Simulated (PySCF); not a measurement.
```xyz
17
charge 0, multiplicity 1
Si    3.2115   -0.6963    0.3921
O     1.6371   -0.4211    0.6746
C     0.8335    0.6337    0.1933
Si   -0.9256    0.1678    0.7527
C    -2.4390    1.1651    0.1095
O    -3.0087    0.0074   -0.5156
C    -1.9847   -0.9869   -0.3611
H     4.0362    0.4147    0.8784
H     3.3638   -1.9241    1.1525
H     3.4626   -0.8458   -1.0448
H     1.1760    1.5782    0.6272
H     0.9406    0.7206   -0.8922
H    -0.9362   -0.1604    2.1807
H    -2.2569    1.9435   -0.6382
H    -3.1331    1.5631    0.8516
H    -2.4080   -1.8845    0.0949
H    -1.5760   -1.2628   -1.3393
```

What structure does this define?

Formula C3H10O2Si2. As SMILES it reads `[SiH3]OC[SiH]1COC1`. Independent rings (smallest set): 1 of 4 members. Among its groups: ether, Si–H bond, Si–O bond. This geometry has C1 symmetry. Coordination, clear cases only: 1 Si tetrahedral; 2 O bent; 1 C tetrahedral.

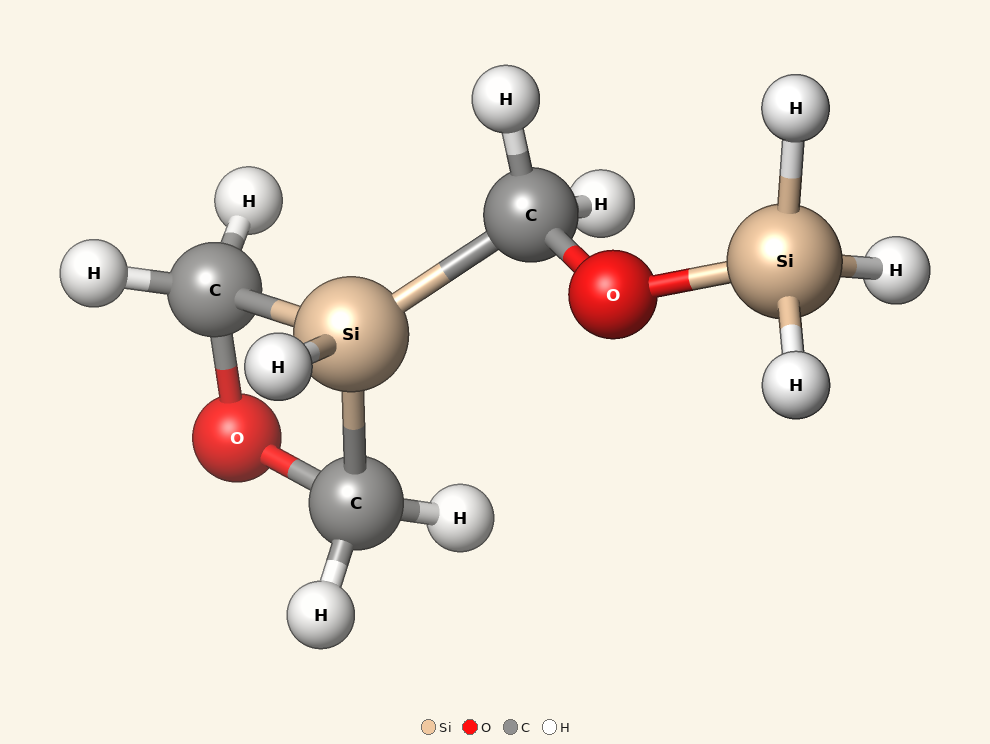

Figure made from data computed with PySCF.
